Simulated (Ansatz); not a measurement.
## Geometry relaxation, with input and output: Si4H12O4 (part 3 of 3)

Si4H12O4; RKS PBE0-D4/def2-SVP (Ansatz 0.2.0). The input holds or restrains some coordinates.

Geometry of the input (Å):
```
Si -1.3148  0.3829  0.3983
O  -0.4083  -0.2661  -1.2089
Si 0.9361  -0.8090  -1.9144
O  -0.3286  1.6559  0.5684
Si 1.1681  2.2053  0.8399
O  -0.8551  -0.9451  1.2049
Si 0.0606  -2.2338  1.5432
H  -2.4468  0.6968  1.2728
H  -1.4112  0.2684  -1.6117
O  -2.3524  0.7884  -1.0898
H  1.0466  -2.2566  -1.7185
H  0.7361  -0.4800  -3.3329
H  2.1170  -0.1206  -1.3850
H  2.0063  1.1772  1.4554
H  1.7047  2.6257  -0.4591
H  0.9481  3.3444  1.7297
H  -0.3212  -3.3165  0.6328
H  -0.2922  -2.5376  2.9298
H  1.4814  -1.9041  1.3986
H  -2.4745  1.7245  -1.2536
```

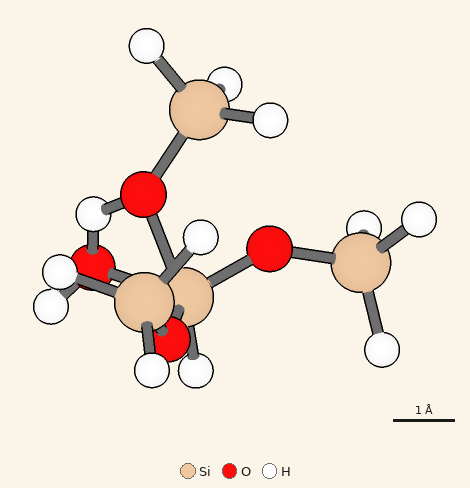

The geometry at step 18 of the log (ball-and-stick view, seen at a tilt).

Trajectory as extended XYZ, continued
```
20
Properties=species:S:1:pos:R:3:forces:R:3 step=14 energy=-39861.26733
Si   -1.2279    0.4338    0.4601   -0.4863   0.0563  -0.0410
O    -0.0841    0.3240   -1.1229    0.0816  -0.0860  -0.2882
Si    1.0719   -0.7578   -1.6958   -0.1973  -0.0110   0.0102
O    -0.4164    1.8061    0.9316    0.1612  -0.0914   0.0067
Si    1.0755    2.4863    0.6174    0.0229   0.0371  -0.1142
O    -0.7183   -1.0666    0.9381    0.1682  -0.0764  -0.0328
Si   -0.0944   -2.5083    1.4687   -0.0459   0.2903  -0.0502
H    -2.4446    0.5779    1.3206    0.0900  -0.0280  -0.0344
H    -1.1615    0.6061   -1.5848    0.3053  -0.0506   0.0490
O    -2.2457    0.6345   -1.0824    0.1329  -0.0499   0.3695
H     0.5649   -2.1722   -1.6564    0.0659   0.1507   0.0055
H     1.3556   -0.3871   -3.1160    0.0125  -0.0164   0.0545
H     2.3109   -0.6395   -0.8727   -0.0613  -0.0142  -0.0223
H     2.1839    1.4871    0.8232   -0.1651   0.1430  -0.0438
H     1.1595    3.0446   -0.7798   -0.0230  -0.1138   0.2050
H     1.2559    3.6230    1.5749   -0.0091  -0.1144  -0.0403
H    -0.6885   -3.6274    0.6783   -0.0197   0.0149   0.0453
H    -0.3904   -2.6964    2.9263    0.0123   0.0130  -0.1270
H     1.3913   -2.5148    1.2621   -0.0907  -0.0083   0.0503
H    -2.8976    1.3469   -1.0907    0.0458  -0.0450  -0.0018
20
Properties=species:S:1:pos:R:3:forces:R:3 step=15 energy=-39861.31676
Si   -1.1773    0.4146    0.4421   -0.3566   0.1498  -0.2541
O    -0.0534    0.3987   -1.1588   -0.0814   0.0602  -0.2898
Si    1.0443   -0.7602   -1.6817    0.0115   0.0214  -0.0523
O    -0.3933    1.7767    0.9684   -0.0933  -0.0409   0.0414
Si    1.0504    2.5165    0.5986    0.0999   0.0322  -0.0323
O    -0.5511   -1.0637    0.8285    0.0975  -0.1051   0.0030
Si   -0.0843   -2.5073    1.4792   -0.0041   0.0279   0.0138
H    -2.3809    0.4518    1.3195   -0.0049  -0.0107   0.0389
H    -1.1430    0.6609   -1.6035    0.3731  -0.0675   0.0781
O    -2.2182    0.6386   -1.0817    0.0647  -0.0416   0.3797
H     0.4428   -2.1264   -1.7158   -0.0073  -0.0006  -0.0111
H     1.4538   -0.3842   -3.0688    0.0000  -0.0048   0.0308
H     2.2321   -0.7527   -0.7840   -0.0097  -0.0118   0.0064
H     2.1833    1.5432    0.6698   -0.0087   0.0268  -0.0206
H     1.0279    3.1520   -0.7541   -0.0219  -0.0063   0.0311
H     1.2703    3.5821    1.6191   -0.0059  -0.0066   0.0009
H    -0.7395   -3.6170    0.7271   -0.0051  -0.0121   0.0179
H    -0.4547   -2.5972    2.9237   -0.0226   0.0243  -0.0210
H     1.4003   -2.6382    1.3528   -0.0443  -0.0056   0.0118
H    -2.9096    1.3118   -1.0803    0.0193  -0.0289   0.0276
20
Properties=species:S:1:pos:R:3:forces:R:3 step=16 energy=-39861.35021
Si   -1.1123    0.3827    0.4088   -0.3627  -0.1156  -0.0283
O    -0.0257    0.4522   -1.2161   -0.5134   0.1233  -0.0417
Si    1.0492   -0.7474   -1.7026    0.1009  -0.0396  -0.0761
O    -0.3707    1.7477    0.9793   -0.0311  -0.0072  -0.0176
Si    1.0369    2.5474    0.5810    0.0665   0.0422  -0.0116
O    -0.4026   -1.0938    0.6980    0.0398  -0.0582  -0.0035
Si   -0.1134   -2.5113    1.5083   -0.0006   0.0674  -0.0225
H    -2.2782    0.3157    1.3393    0.0078   0.0092   0.0009
H    -1.1498    0.6734   -1.5919    0.4758   0.0510  -0.2713
O    -2.2211    0.6148   -1.0650    0.2876  -0.1261   0.5548
H     0.3920   -2.0782   -1.8622   -0.0205   0.0184  -0.0138
H     1.5769   -0.3204   -3.0337    0.0072  -0.0076   0.0132
H     2.1751   -0.8458   -0.7300   -0.0487   0.0175  -0.0301
H     2.1966    1.6066    0.5362   -0.0024   0.0180  -0.0080
H     0.9201    3.2563   -0.7266   -0.0167   0.0125  -0.0060
H     1.2766    3.5591    1.6508   -0.0006  -0.0131  -0.0001
H    -0.8246   -3.6297    0.8199    0.0035   0.0186   0.0203
H    -0.5598   -2.4401    2.9319   -0.0289   0.0311  -0.0201
H     1.3590   -2.7622    1.4702   -0.0404  -0.0208   0.0158
H    -2.9243    1.2732   -0.9958    0.0769  -0.0211  -0.0543
20
Properties=species:S:1:pos:R:3:forces:R:3 step=17 energy=-39861.35920
Si   -1.0508    0.3352    0.4083   -0.3229  -0.1454  -0.2685
O    -0.0115    0.4873   -1.2417   -0.0806  -0.0170  -0.1317
Si    1.0512   -0.7239   -1.7484    0.1123  -0.0684   0.0119
O    -0.3418    1.7100    0.9973    0.1087   0.0243  -0.0404
Si    1.0232    2.5744    0.5605   -0.0001   0.0170  -0.0276
O    -0.2795   -1.1360    0.6247   -0.0510  -0.3135   0.2961
Si   -0.1375   -2.5263    1.5625   -0.0792   0.4322  -0.1407
H    -2.1976    0.2043    1.3679    0.0993  -0.0061  -0.1000
H    -1.1370    0.6978   -1.6192    0.4988  -0.0322   0.0690
O    -2.1803    0.5849   -1.0468   -0.2003   0.0570   0.5894
H     0.3258   -2.0108   -2.0237    0.1257   0.1480   0.0199
H     1.6715   -0.2456   -3.0308   -0.0745  -0.0399   0.1250
H     2.1216   -0.9053   -0.7145   -0.1046  -0.0054  -0.2157
H     2.2187    1.6780    0.4125   -0.1260   0.0970  -0.0156
H     0.8036    3.3577   -0.7015    0.0204  -0.1050   0.1268
H     1.2812    3.5363    1.6753    0.0052  -0.0354  -0.0504
H    -0.8922   -3.6423    0.9129    0.0075   0.0632   0.0294
H    -0.6875   -2.3011    2.9522    0.1736  -0.0347  -0.2903
H     1.3193   -2.9001    1.6048   -0.2397   0.1079   0.0700
H    -2.9004    1.2257   -0.9525    0.1275  -0.1436  -0.0565
20
Properties=species:S:1:pos:R:3:forces:R:3 step=18 energy=-39861.40043
Si   -1.0076    0.2937    0.4259   -0.3642   0.0608  -0.4136
O     0.0248    0.4760   -1.2254   -0.1896   0.0100  -0.1168
Si    1.0879   -0.7132   -1.7872   -0.0381   0.1169  -0.0385
O    -0.2935    1.6506    1.0408    0.0387   0.0694  -0.0019
Si    1.0042    2.5840    0.5547    0.0098   0.0157   0.0201
O    -0.2371   -1.1743    0.5939   -0.0146  -0.0569   0.0470
Si   -0.2017   -2.5137    1.5792   -0.0047  -0.0428   0.0573
H    -2.1403    0.1334    1.3861    0.0005  -0.0073   0.0059
H    -1.1072    0.6907   -1.5806    0.4961  -0.0372  -0.0544
O    -2.1520    0.5684   -1.0130    0.0795  -0.0848   0.5121
H     0.3915   -1.9973   -2.0801   -0.0325  -0.0244  -0.0034
H     1.6535   -0.1885   -3.0652    0.0078   0.0115  -0.0293
H     2.1922   -0.9207   -0.8170    0.0413   0.0114   0.0299
H     2.2223    1.7556    0.3162    0.0044  -0.0049  -0.0156
H     0.6803    3.3767   -0.6679   -0.0118  -0.0114  -0.0060
H     1.2856    3.5314    1.6714   -0.0023   0.0046   0.0072
H    -0.9885   -3.6128    0.9484   -0.0060  -0.0159   0.0085
H    -0.7651   -2.2097    2.9298   -0.0024   0.0057  -0.0300
H     1.2218   -2.9353    1.7153   -0.0088  -0.0107   0.0115
H    -2.8714    1.2049   -0.9255   -0.0030  -0.0095   0.0101
20
Properties=species:S:1:pos:R:3:forces:R:3 step=19 energy=-39861.40896
Si   -0.9913    0.2775    0.4343   -0.3019   0.0394  -0.3925
O     0.0301    0.4669   -1.2231   -0.2499   0.0892  -0.1244
Si    1.1092   -0.6826   -1.8218   -0.0135  -0.0094  -0.0110
O    -0.2685    1.6354    1.0434    0.0006   0.0035   0.0039
Si    1.0118    2.5850    0.5450   -0.0008   0.0053   0.0067
O    -0.2300   -1.1988    0.5972   -0.0142  -0.0469   0.0593
Si   -0.2374   -2.5278    1.6033   -0.0160   0.0456  -0.0191
H    -2.1165    0.1216    1.4047   -0.0013   0.0043  -0.0017
H    -1.1041    0.6804   -1.5720    0.5040  -0.0240  -0.0453
O    -2.1444    0.5547   -0.9971    0.0790  -0.1066   0.5469
H     0.4323   -1.9828   -2.1009    0.0070   0.0046  -0.0145
H     1.6350   -0.1374   -3.1097   -0.0004   0.0039   0.0008
H     2.2345   -0.8678   -0.8678    0.0171   0.0075  -0.0024
H     2.2363    1.7729    0.2825    0.0019  -0.0001  -0.0080
H     0.6587    3.3757   -0.6710   -0.0044  -0.0024  -0.0029
H     1.2974    3.5317    1.6617   -0.0008   0.0003  -0.0006
H    -1.0077   -3.6332    0.9626   -0.0037  -0.0058   0.0028
H    -0.8505   -2.1941    2.9232   -0.0091  -0.0031   0.0014
H     1.1750   -2.9596    1.8024    0.0026  -0.0028   0.0056
H    -2.8700    1.1823   -0.8969    0.0040  -0.0025  -0.0051
20
Properties=species:S:1:pos:R:3:forces:R:3 step=20 energy=-39861.41077
Si   -0.9550    0.2479    0.4475   -0.3566   0.1090  -0.3669
O     0.0442    0.4574   -1.2209   -0.2661  -0.0023  -0.0746
Si    1.1351   -0.6511   -1.8709    0.0934   0.0422  -0.0830
O    -0.2266    1.6044    1.0560    0.0368  -0.0071  -0.0129
Si    1.0158    2.5893    0.5292   -0.0054  -0.0025  -0.0114
O    -0.2070   -1.2364    0.6058   -0.0052  -0.0225   0.0607
Si   -0.2943   -2.5387    1.6490    0.0097  -0.0081  -0.0653
H    -2.0734    0.1004    1.4277   -0.0011  -0.0119   0.0109
H    -1.0951    0.6681   -1.5547    0.4713  -0.0146  -0.0400
O    -2.1270    0.5328   -0.9670    0.1093  -0.1296   0.5131
H     0.4959   -1.9647   -2.1800   -0.0024   0.0240   0.0563
H     1.6153   -0.0598   -3.1585   -0.0168  -0.0064   0.0214
H     2.2982   -0.8091   -0.9539   -0.0554  -0.0333   0.0027
H     2.2543    1.8134    0.2175   -0.0274   0.0135   0.0041
H     0.6034    3.3846   -0.6673    0.0049  -0.0210   0.0168
H     1.3108    3.5326    1.6464    0.0027  -0.0029  -0.0005
H    -1.0441   -3.6504    0.9936   -0.0047   0.0068  -0.0103
H    -0.9902   -2.1731    2.9221    0.0565   0.0181  -0.0452
H     1.0986   -2.9976    1.9314   -0.0543   0.0466   0.0244
H    -2.8589    1.1504   -0.8529    0.0108   0.0020  -0.0004
20
Properties=species:S:1:pos:R:3:forces:R:3 step=21 energy=-39861.41181
Si   -0.9464    0.2412    0.4509   -0.3447   0.0853  -0.3742
O     0.0481    0.4555   -1.2197   -0.2482   0.0522  -0.1216
Si    1.1447   -0.6390   -1.8847   -0.0165  -0.0321   0.0810
O    -0.2140    1.5946    1.0612    0.0336   0.0088  -0.0098
Si    1.0158    2.5900    0.5250   -0.0172  -0.0284  -0.0152
O    -0.2010   -1.2444    0.6018   -0.0104  -0.0209   0.0222
Si   -0.3064   -2.5451    1.6434    0.0519   0.0721   0.0273
H    -2.0601    0.0902    1.4362   -0.0090   0.0010   0.0023
H    -1.0920    0.6658   -1.5507    0.4847  -0.0203  -0.0339
O    -2.1220    0.5275   -0.9603    0.1052  -0.1294   0.5182
H     0.5026   -1.9564   -2.1663    0.0001   0.0186  -0.0437
H     1.6134   -0.0389   -3.1719    0.0055  -0.0275   0.0371
H     2.2908   -0.8193   -0.9512    0.0098   0.0292  -0.0481
H     2.2557    1.8235    0.1979   -0.0172   0.0139   0.0056
H     0.5843    3.3811   -0.6673    0.0082  -0.0072   0.0195
H     1.3156    3.5316    1.6421    0.0019   0.0033  -0.0045
H    -1.0527   -3.6552    0.9814    0.0155   0.0018   0.0065
H    -1.0042   -2.1573    2.9081   -0.0042  -0.0214  -0.0410
H     1.0817   -2.9900    1.9677   -0.0509  -0.0070  -0.0302
H    -2.8539    1.1446   -0.8438    0.0019   0.0081   0.0027
20
Properties=species:S:1:pos:R:3:forces:R:3 step=22 energy=-39861.41406
Si   -0.9499    0.2491    0.4556   -0.3247   0.0691  -0.3633
O     0.0405    0.4528   -1.2188   -0.2464   0.0561  -0.0861
Si    1.1404   -0.6499   -1.8641   -0.0163   0.0016  -0.0034
O    -0.2085    1.5997    1.0605   -0.0097  -0.0028  -0.0032
Si    1.0162    2.5942    0.5148    0.0101   0.0041  -0.0044
O    -0.2043   -1.2362    0.6055   -0.0074  -0.0044   0.0114
Si   -0.3004   -2.5457    1.6334   -0.0015  -0.0053   0.0004
H    -2.0602    0.1030    1.4458    0.0006   0.0003  -0.0002
H    -1.1013    0.6610   -1.5453    0.4769  -0.0232  -0.0551
O    -2.1307    0.5288   -0.9525    0.0976  -0.0872   0.5245
H     0.4939   -1.9594   -2.1707    0.0031   0.0054   0.0013
H     1.6326   -0.0529   -3.1418    0.0057  -0.0039  -0.0047
H     2.2834   -0.8300   -0.9294   -0.0016   0.0024   0.0021
H     2.2542    1.8290    0.1824   -0.0022   0.0017  -0.0001
H     0.5779    3.3838   -0.6745   -0.0014  -0.0019   0.0001
H     1.3226    3.5390    1.6274    0.0012   0.0011  -0.0006
H    -1.0217   -3.6604    0.9524    0.0015   0.0000  -0.0022
H    -1.0219   -2.1854    2.8905   -0.0032  -0.0002  -0.0047
H     1.0862   -2.9823    1.9617    0.0032   0.0022  -0.0010
H    -2.8492    1.1618   -0.8330    0.0143  -0.0150  -0.0106
```

Summary

| quantity | value |
| --- | --- |
| outcome | converged under the restraints of the input |
| total energy | −39861.4141 eV |
| mean-field energy | −39860.8702 eV |
| dispersion energy | −0.5439 eV |
| SCF solution under orbital rotations | stable |
| largest force (length of the vector) at the end, held atoms and coordinates included | 0.541 eV/Å |
| dipole moment | 1.92 D |
| hardware | 4 CPU threads, shared host |
| wall time | 40 s (CPU time 63 s) |
| peak memory | 1 GiB |
